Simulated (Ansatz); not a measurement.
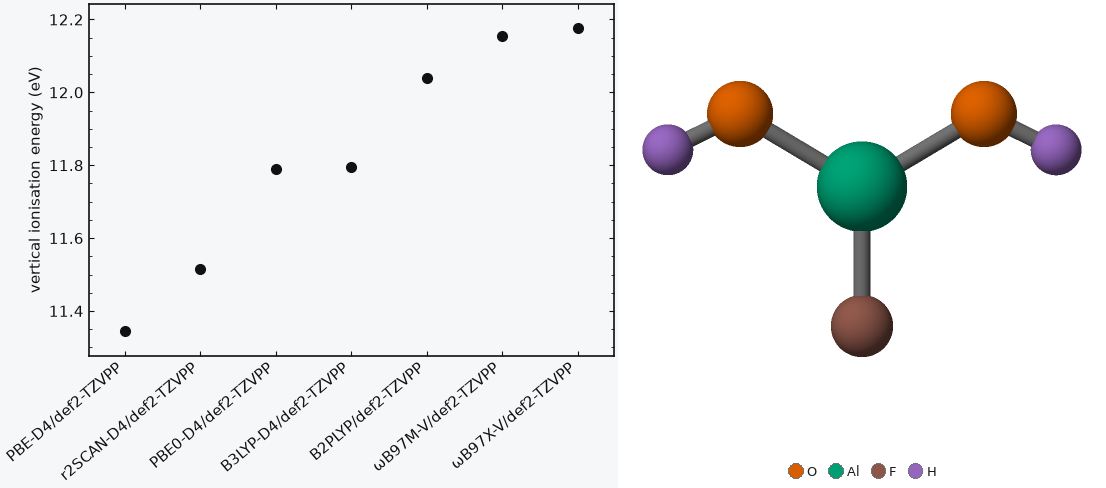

Vertical ionisation energy of AlH₂O₂F, SMILES [OH][Al]([OH])[F], singlet, taken as the energy of the cation less that of the neutral at fixed geometry (unrestricted doublet cation, cores frozen in correlated methods, no spin-orbit coupling), the Ansatz code, at a PBE0-D4/def2-TZVP geometry (a minimum by its frequencies).

What range do the values span?

From 11.34 eV (PBE-D4/def2-TZVPP) to 12.18 eV (ωB97X-V/def2-TZVPP).

Give the values.

```
               level     eV
   PBE-D4/def2-TZVPP  11.34
r2SCAN-D4/def2-TZVPP  11.51
  PBE0-D4/def2-TZVPP  11.79
 B3LYP-D4/def2-TZVPP  11.80
   B2PLYP/def2-TZVPP  12.04
  ωB97M-V/def2-TZVPP  12.15
  ωB97X-V/def2-TZVPP  12.18
```
